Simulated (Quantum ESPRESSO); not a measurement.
# Grüneisen parameters and expansion of KF (Fm-3m)

Which modes of KF drive its thermal expansion?

Experimental results on record:
- volume expansion coefficient 104.4 1e-6/K and heat capacity C_P per formula unit 49 J/mol/K near room temperature (given in “High-Throughput Prediction of Finite-Temperature Properties using the Quasi-Harmonic Approximation”, 2016, arXiv:1603.06924)
- volume expansion coefficient 95.1 1e-6/K near room temperature (given in “Descriptors for thermal expansion in solids”, 2017, arXiv:1701.03966)

Calculated with Quantum ESPRESSO 7.5; DFT PBE+D3(BJ), scalar-relativistic, plane waves, GBRV ultrasoft pseudopotentials.

### Step 1. Starting point

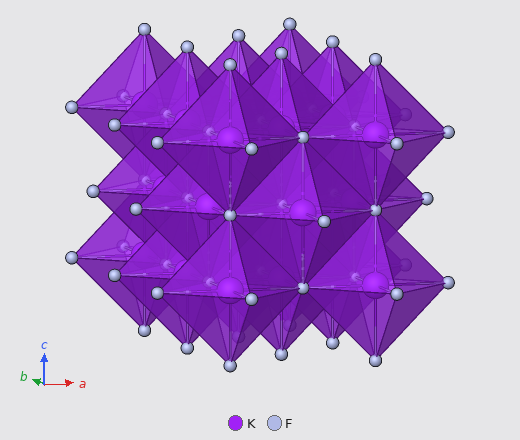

Start, viewed slightly off an axis; potassium purple, fluorine light blue. 1×2×1 cells are drawn. This picture shows the conventional cell, with its axes. Some periodic images of atoms are drawn too.

Coordinates:

```cif
data_structure
_symmetry_space_group_name_H-M 'Fm-3m'
_symmetry_Int_Tables_number 225
_cell_length_a 5.3437
_cell_length_b 5.3437
_cell_length_c 5.3437
_cell_angle_alpha 90.000
_cell_angle_beta 90.000
_cell_angle_gamma 90.000
_cell_volume 152.59
loop_
_atom_site_label
_atom_site_type_symbol
_atom_site_symmetry_multiplicity
_atom_site_Wyckoff_symbol
_atom_site_fract_x
_atom_site_fract_y
_atom_site_fract_z
_atom_site_occupancy
K1 K 4 a 0.00000 0.00000 0.00000 1
F1 F 4 b 0.50000 0.00000 0.00000 1
```

### Step 2. Probe on a coarse mesh

A cheap single point shows whether the cell is a metal or an insulator and how far it is from rest; that sets the k-mesh and the occupations of what follows.

probe.in reads:

```
 &control
    calculation='scf',
    prefix='x',
    outdir='./tmp',
    pseudo_dir='./pseudo',
    tprnfor=.true.,
    tstress=.true.,
    verbosity='high',
 /
 &system
    ibrav=0,
    nat=2,
    ntyp=2,
    ecutwfc=45.0,
    ecutrho=270.0,
    occupations='smearing',
    smearing='gaussian',
    degauss=0.01,
    vdw_corr='grimme-d3',
    dftd3_version=4,
    dftd3_threebody=.false.,
 /
 &electrons
    conv_thr=1.0d-07,
    mixing_beta=0.7,
    electron_maxstep=100,
 /
ATOMIC_SPECIES
 K      39.0983  K.upf
 F      18.9984  F.upf
CELL_PARAMETERS angstrom
     0.000000000    2.671850000    2.671850000
     2.671850000    0.000000000    2.671850000
     2.671850000    2.671850000    0.000000000
ATOMIC_POSITIONS crystal
 K      0.000000000   0.000000000   0.000000000
 F      0.500000000   0.500000000   0.500000000
K_POINTS automatic
 6 6 6 0 0 0
```

Launch:

```
> OMP_NUM_THREADS=1 mpirun -n 4 pw.x -nk 4 -in probe.in > probe.out
```

The program printed:

```text
Program PWSCF v.7.5

     This program is part of the open-source Quantum ESPRESSO suite
     for quantum simulation of materials; please cite
         "P. Giannozzi et al., J. Phys.:Condens. Matter 21 395502 (2009);
         "P. Giannozzi et al., J. Phys.:Condens. Matter 29 465901 (2017);
         "P. Giannozzi et al., J. Chem. Phys. 152 154105 (2020);
     in publications or presentations arising from this work. More details at

     Message from routine setup:
     using ibrav=0 with symmetry is DISCOURAGED, use correct ibrav instead

     G-vector sticks info
     --------------------
     sticks:   dense  smooth     PW     G-vecs:    dense   smooth      PW
     Sum         955     637    199                19339    10489    1837

     Using Slab Decomposition

     bravais-lattice index     =            0
     lattice parameter (alat)  =       7.1405  a.u.
     unit-cell volume          =     257.4322 (a.u.)^3
     number of atoms/cell      =            2
     number of atomic types    =            2
     number of electrons       =        16.00
     number of Kohn-Sham states=           12
     kinetic-energy cutoff     =      45.0000  Ry
     charge density cutoff     =     270.0000  Ry
     scf convergence threshold =      1.0E-07
     mixing beta               =       0.7000
     number of iterations used =            8  plain     mixing
     Exchange-correlation=  SLA  PW   PBX  PBC
                           (   1   4   3   4   0   0   0)

     celldm(1)=   7.140456  celldm(2)=   0.000000  celldm(3)=   0.000000
     celldm(4)=   0.000000  celldm(5)=   0.000000  celldm(6)=   0.000000

     crystal axes: (cart. coord. in units of alat)
               a(1) = (   0.000000   0.707107   0.707107 )
               a(2) = (   0.707107   0.000000   0.707107 )
               a(3) = (   0.707107   0.707107   0.000000 )

     reciprocal axes: (cart. coord. in units 2 pi/alat)
               b(1) = ( -0.707107  0.707107  0.707107 )
               b(2) = (  0.707107 -0.707107  0.707107 )
               b(3) = (  0.707107  0.707107 -0.707107 )

     PseudoPot. # 1 for K  read from file:
     ./pseudo/K.upf
     Pseudo is Ultrasoft + core correction, Zval =  9.0
     Using radial grid of  841 points,  6 beta functions with:
                l(1) =   0
                l(2) =   0
                l(3) =   1
                l(4) =   1
                l(5) =   2
                l(6) =   2
     Q(r) pseudized with  6 coefficients,  rinner =    1.500   1.500   1.500
                                                       1.500   1.500

     PseudoPot. # 2 for F  read from file:
     ./pseudo/F.upf
     Pseudo is Ultrasoft, Zval =  7.0
     Using radial grid of  799 points,  4 beta functions with:
                l(1) =   0
                l(2) =   0
                l(3) =   1
                l(4) =   1
     Q(r) pseudized with  8 coefficients,  rinner =    0.950   0.950   0.950

     atomic species   valence    mass     pseudopotential
     K                 9.00    39.09830     K ( 1.00)
     F                 7.00    18.99840     F ( 1.00)

     48 Sym. Ops., with inversion, found

                                    s                        frac. trans.

      isym =  1     identity

 cryst.   s( 1) = (     1          0          0      )
                  (     0          1          0      )
                  (     0          0          1      )

 cart.    s( 1) = (  1.0000000 -0.0000000  0.0000000 )
                  ( -0.0000000  1.0000000  0.0000000 )
                  ( -0.0000000  0.0000000  1.0000000 )

      isym =  2     180 deg rotation - cart. axis [0,0,1]

 cryst.   s( 2) = (     0          1         -1      )
                  (     1          0         -1      )
                  (     0          0         -1      )

 cart.    s( 2) = ( -1.0000000  0.0000000  0.0000000 )
                  (  0.0000000 -1.0000000  0.0000000 )
                  (  0.0000000 -0.0000000  1.0000000 )

      isym =  3     180 deg rotation - cart. axis [0,1,0]

 cryst.   s( 3) = (     0         -1          1      )
                  (     0         -1          0      )
                  (     1         -1          0      )

 cart.    s( 3) = ( -1.0000000 -0.0000000 -0.0000000 )
                  (  0.0000000  1.0000000 -0.0000000 )
                  (  0.0000000  0.0000000 -1.0000000 )

      isym =  4     180 deg rotation - cart. axis [1,0,0]

 cryst.   s( 4) = (    -1          0          0      )
                  (    -1          0          1      )
                  (    -1          1          0      )

 cart.    s( 4) = (  1.0000000  0.0000000 -0.0000000 )
                  ( -0.0000000 -1.0000000 -0.0000000 )
                  ( -0.0000000 -0.0000000 -1.0000000 )

      isym =  5     180 deg rotation - cart. axis [1,1,0]

 cryst.   s( 5) = (    -1          0          1      )
[...]
cart.    s( 5) = ( -0.0000000  1.0000000 -0.0000000 )
[...]
isym =  6     180 deg rotation - cart. axis [1,-1,0]

 cryst.   s( 6) = (     0         -1          0      )
[...]
cart.    s( 6) = (  0.0000000 -1.0000000 -0.0000000 )
[...]
isym =  7      90 deg rotation - cart. axis [0,0,-1]

 cryst.   s( 7) = (     0          1          0      )
[...]
cart.    s( 7) = (  0.0000000  1.0000000  0.0000000 )
[...]
isym =  8      90 deg rotation - cart. axis [0,0,1]

 cryst.   s( 8) = (     1          0         -1      )
[...]
cart.    s( 8) = ( -0.0000000 -1.0000000  0.0000000 )
[...]
isym =  9     180 deg rotation - cart. axis [1,0,1]

 cryst.   s( 9) = (    -1          1          0      )
[...]
cart.    s( 9) = (  0.0000000  0.0000000  1.0000000 )
[...]
isym = 10     180 deg rotation - cart. axis [-1,0,1]

 cryst.   s(10) = (     0          0         -1      )
[...]
cart.    s(10) = ( -0.0000000  0.0000000 -1.0000000 )
[...]
isym = 11      90 deg rotation - cart. axis [0,1,0]

 cryst.   s(11) = (     0          0          1      )
[...]
cart.    s(11) = ( -0.0000000 -0.0000000  1.0000000 )
[...]
isym = 12      90 deg rotation - cart. axis [0,-1,0]

 cryst.   s(12) = (     1         -1          0      )
[...]
cart.    s(12) = (  0.0000000 -0.0000000 -1.0000000 )
[...]
isym = 13     180 deg rotation - cart. axis [0,1,1]

[...]
8.6038  11.3346  12.8864  12.8866

     occupation numbers
     1.0000   1.0000   1.0000   1.0000   1.0000   1.0000   1.0000   1.0000
     0.0000   0.0000   0.0000   0.0000

          k = 0.3536 0.1179-0.1179 (  1315 PWs)   bands (ev):

   -24.5534 -17.1889  -8.0630  -7.9572  -7.9505   0.9853   1.3417   1.3874
     9.8462  10.9605  13.3935  13.5761

     occupation numbers
     1.0000   1.0000   1.0000   1.0000   1.0000   1.0000   1.0000   1.0000
     0.0000   0.0000   0.0000   0.0000

          k =-0.2357-0.4714 0.4714 (  1310 PWs)   bands (ev):

   -24.5222 -17.2121  -8.1681  -8.0013  -7.9500   0.8964   1.2097   1.2378
    10.7379  11.6123  13.3670  13.9070

     occupation numbers
     1.0000   1.0000   1.0000   1.0000   1.0000   1.0000   1.0000   1.0000
     0.0000   0.0000   0.0000   0.0000

          k =-0.1179-0.3536 0.3536 (  1315 PWs)   bands (ev):

   -24.5295 -17.2108  -8.1308  -8.0196  -7.9072   0.8639   1.1803   1.3146
    10.6216  11.5363  13.3019  13.7067

     occupation numbers
     1.0000   1.0000   1.0000   1.0000   1.0000   1.0000   1.0000   1.0000
     0.0000   0.0000   0.0000   0.0000

          k = 0.0000-0.2357 0.2357 (  1327 PWs)   bands (ev):

[...]
occupation numbers
[...]
k = 0.4714 0.0000-0.0000 (  1299 PWs)   bands (ev):

[...]
occupation numbers
[...]
k =-0.1179-0.5893 0.5893 (  1314 PWs)   bands (ev):

[...]
occupation numbers
[...]
k =-0.0000-0.4714 0.4714 (  1316 PWs)   bands (ev):

[...]
occupation numbers
[...]
k =-0.7071 0.0000 0.0000 (  1298 PWs)   bands (ev):

   -24.5067 -17.1595  -8.4251  -8.0793  -8.0793   1.3009   1.4549   1.4549
     9.7300  11.8259  13.3147  15.0413

     occupation numbers
     1.0000   1.0000   1.0000   1.0000   1.0000   1.0000   1.0000   1.0000
     0.0000   0.0000   0.0000   0.0000

          k =-0.2357-0.4714 0.7071 (  1314 PWs)   bands (ev):

   -24.5244 -17.1933  -8.1625  -8.1063  -7.9496   1.0157   1.2408   1.3990
    10.7998  10.9096  13.1979  14.3917

     occupation numbers
     1.0000   1.0000   1.0000   1.0000   1.0000   1.0000   1.0000   1.0000
     0.0000   0.0000   0.0000   0.0000

          k =-0.1179-0.3536 0.5893 (  1302 PWs)   bands (ev):

   -24.5098 -17.1954  -8.2195  -8.1706  -7.9510   1.0353   1.2821   1.3023
    11.0871  11.4183  12.9455  14.6511

     occupation numbers
     1.0000   1.0000   1.0000   1.0000   1.0000   1.0000   1.0000   1.0000
     0.0000   0.0000   0.0000   0.0000

          k =-0.7071 0.2357 0.0000 (  1312 PWs)   bands (ev):

   -24.5046 -17.1778  -8.3403  -8.1675  -7.9875   1.1927   1.3183   1.3927
    10.4690  12.1348  12.4568  14.9680

     occupation numbers
     1.0000   1.0000   1.0000   1.0000   1.0000   1.0000   1.0000   1.0000
     0.0000   0.0000   0.0000   0.0000

     the Fermi energy is     5.8058 ev

!    total energy              =    -105.87150944 Ry
     estimated scf accuracy    <       0.00000002 Ry
     smearing contrib. (-TS)   =      -0.00000000 Ry
     internal energy E=F+TS    =    -105.87150944 Ry

     The total energy is F=E-TS. E is the sum of the following terms:
     one-electron contribution =     -43.86660220 Ry
     hartree contribution      =      29.20289020 Ry
     xc contribution           =     -18.56332601 Ry
     ewald contribution        =     -72.62121304 Ry
     DFT-D3 Dispersion         =      -0.02325840 Ry

     convergence has been achieved in   7 iterations

     Forces acting on atoms (cartesian axes, Ry/au):

     atom    1 type  1   force =    -0.00000000   -0.00000000    0.00000000
     atom    2 type  2   force =    -0.00000000   -0.00000000    0.00000000
     The non-local contrib.  to forces
     atom    1 type  1   force =    -0.00000000    0.00000000    0.00000000
     atom    2 type  2   force =     0.00000000   -0.00000000    0.00000000
     The ionic contribution  to forces
     atom    1 type  1   force =     0.00000000    0.00000000    0.00000000
     atom    2 type  2   force =     0.00000000   -0.00000000    0.00000000
     The local contribution  to forces
     atom    1 type  1   force =     0.00000000    0.00000000    0.00000000
     atom    2 type  2   force =    -0.00000000   -0.00000000   -0.00000000
     The core correction contribution to forces
     atom    1 type  1   force =    -0.00000000   -0.00000000    0.00000000
     atom    2 type  2   force =     0.00000000    0.00000000    0.00000000
     The Hubbard contrib.    to forces
     atom    1 type  1   force =     0.00000000    0.00000000    0.00000000
     atom    2 type  2   force =     0.00000000    0.00000000    0.00000000
     The SCF correction term to forces
     atom    1 type  1   force =     0.00000000   -0.00000000   -0.00000000
     atom    2 type  2   force =    -0.00000000   -0.00000000    0.00000000

     DFT-D3 dispersion contribution to forces:
     atom    1 type  1   force =    -0.00000000   -0.00000000   -0.00000000
     atom    2 type  2   force =     0.00000000    0.00000000    0.00000000

     Total force =     0.000000     Total SCF correction =     0.000000

     DFT-D3 dispersion Force =     0.000000

     Computing stress (Cartesian axis) and pressure

          total   stress  (Ry/bohr**3)                   (kbar)     P=       -2.27
  -0.00001545   0.00000000   0.00000000           -2.27        0.00        0.00
   0.00000000  -0.00001545   0.00000000            0.00       -2.27        0.00
   0.00000000  -0.00000000  -0.00001545            0.00       -0.00       -2.27

     kinetic stress (kbar)  13893.94     -0.00     -0.00
                               -0.00  13893.94     -0.00
                               -0.00     -0.00  13893.94

     local   stress (kbar)  -6773.35     -0.00      0.00
                               -0.00  -6773.35     -0.00
                                0.00     -0.00  -6773.35

     nonloc. stress (kbar)   4509.95     -0.00      0.00
                                0.00   4509.95     -0.00
                               -0.00     -0.00   4509.95

     hartree stress (kbar)   5562.49      0.00      0.00
                                0.00   5562.49      0.00
                                0.00      0.00   5562.49

     exc-cor stress (kbar)  -3111.21     -0.00      0.00
                               -0.00  -3111.21      0.00
                                0.00      0.00  -3111.21

     corecor stress (kbar)   -238.11      0.00     -0.00
                                0.00   -238.11     -0.00
                               -0.00     -0.00   -238.11

     ewald   stress (kbar) -13832.70     -0.00      0.00
                               -0.00 -13832.70      0.00
                                0.00      0.00 -13832.70

     hubbard stress (kbar)      0.00      0.00      0.00
                                0.00      0.00      0.00
                                0.00      0.00      0.00

     DFT-D   stress (kbar)    -13.27     -0.00      0.00
[...]
XDM     stress (kbar)      0.00      0.00      0.00
[...]
dft-nl  stress (kbar)      0.00      0.00      0.00
                                0.00      0.00      0.00
                                0.00      0.00      0.00

     TS-vdW  stress (kbar)      0.00      0.00      0.00
                                0.00      0.00      0.00
                                0.00      0.00      0.00

     MDB     stress (kbar)      0.00      0.00      0.00
                                0.00      0.00      0.00
                                0.00      0.00      0.00

     3D-RISM stress (kbar)      0.00      0.00      0.00
                                0.00      0.00      0.00
                                0.00      0.00      0.00

     Writing all to output data dir ./tmp/x.save/ :
     XML data file, charge density, pseudopotentials, collected wavefunctions

   JOB DONE.
```

It took 2.8 s on 4 MPI ranks of Intel Xeon Platinum 8375C at 2.90GHz (Ice Lake), shared host; 10 s of CPU time.

Numbers from this step:

```yaml
volume_per_atom: 19.07 Å³
pressure: -0.227 GPa
gap_on_the_k_mesh: 6.174 eV
```

The start is under -0.23 GPa at this level and looks like an insulator or semiconductor on this mesh.

[end of part 1 of 8]

[Logs are printed without paths, hosts, clocks, repeated set-up lines and the standing remarks that a program may print on its own settings, such as how far it seeks lower states.]

[Hosts, paths, dates, database ids (printed as entryN), source tags and the programs' standing remarks are cut or masked in the printed files.]

[A step with changed settings may run another functional than the one named; its input shows which.]

[Of the runs on displaced cells, only some may be shown.]
